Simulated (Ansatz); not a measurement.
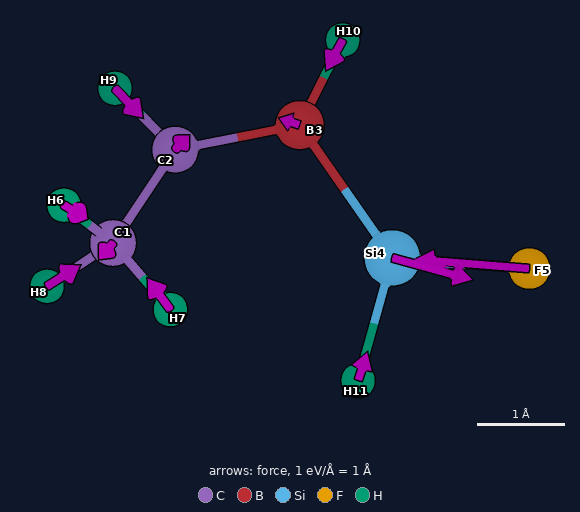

Starting geometry of C$_{2}$H$_{6}$BFSi with the computed forces as purple arrows. The picture is a ball-and-stick view, seen at a tilt.

The start comes from PBE-D4/def2-SVP.

Method: RKS PBE0-D4/def2-TZVP in Ansatz.

The input:
```yaml
crystal:
  periodic: [false, false, false]
  atoms:
    - {symbol: C, position_ang: [-0.770192, -0.937963, 0.977174]}
    - {symbol: C, position_ang: [0.114214, 0.266511, 1.024725]}
    - {symbol: B, position_ang: [0.991242, 0.881286, 0.001136]}
    - {symbol: Si, position_ang: [0.487108, 0.387301, -1.766759]}
    - {symbol: F, position_ang: [1.037190, 1.106887, -3.132441]}
    - {symbol: H, position_ang: [-0.372314, -1.723841, 1.660127]}
    - {symbol: H, position_ang: [-0.844722, -1.407429, -0.025284]}
    - {symbol: H, position_ang: [-1.796758, -0.723019, 1.349093]}
    - {symbol: H, position_ang: [0.103648, 0.755787, 2.022066]}
    - {symbol: H, position_ang: [1.786484, 1.784586, 0.168356]}
    - {symbol: H, position_ang: [-0.670400, -0.446906, -2.257592]}
basis:
  gaussian: {orbitals: def2-TZVP}
hamiltonian: {xc: pbe0, dispersion: d4}
relax: {f_tol: 0.005, max_steps: 150}
```

Command:
```bash
ansatz run in.yaml --threads 4 --pin off --events-out ev --progress --plain --max-ram 10444MiB
```

> What follows when this structure is relaxed?

It isn't relaxed: the largest force vector, on F5, is 1.40 eV/Å. The final displacements have little in common with the starting forces (cosine between the two patterns 0.21). The largest move after the best rigid fit is that of F5, 0.82 Å. Largest moves by element: F 0.82 Å, H 0.60 Å, B 0.46 Å, Si 0.24 Å, C 0.24 Å. Some distances before and after: C2–Si4 2.819 → 2.355 Å, Si4–F5 1.639 → 1.599 Å, Si4–H11 1.509 → 1.478 Å, B3–Si4 1.904 → 1.876 Å. Among the angles between lasting bonds that change: C2–B3–Si4 112.2° → 88.7°, Si4–B3–H10 119.6° → 124.3°, B3–Si4–F5 124.8° → 120.7°. The energy falls by 0.105 eV in 19 accepted moves (21 points after the start). The largest force component goes from 1.2 to 0.0049 eV/Å. The line search rejected the trial steps at points 7, 11 of the run. Cost: 75 s on 4 threads of Arm Neoverse V1, with other jobs on the host.
